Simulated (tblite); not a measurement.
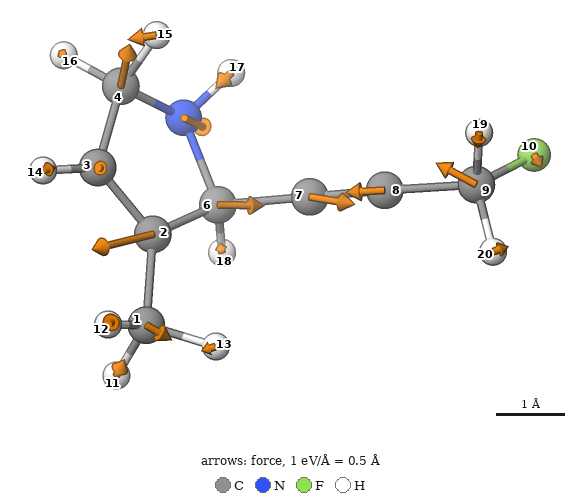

Starting geometry of C8H10FN with the computed forces as orange arrows. A ball-and-stick model, seen at a tilt.

Method: GFN2-xTB geometry optimisation, gas phase in tblite 0.8.0. 

Q: What follows when this structure is relaxed?

A: It isn't relaxed: the largest force vector, on a C atom, is 2.62 eV/Å. The final displacements have little in common with the starting forces (cosine between the two patterns 0.27). Over 72 geometry steps the energy falls by 0.354 eV. The largest move after the best rigid fit is that of an H atom, 0.28 Å. By element the largest moves are H 0.28 Å, C 0.10 Å, F 0.08 Å, N 0.08 Å. Near-neighbour distances that change, for instance: C–N 1.412 → 1.458 Å, C–C 1.471 → 1.517 Å, C–H 1.133 → 1.103 Å, C–C 1.477 → 1.449 Å. Among the angles between lasting bonds that change: C–C–C 121.0° → 129.7°, N–C–H 107.2° → 113.9°, C–C–C 127.6° → 120.8°.
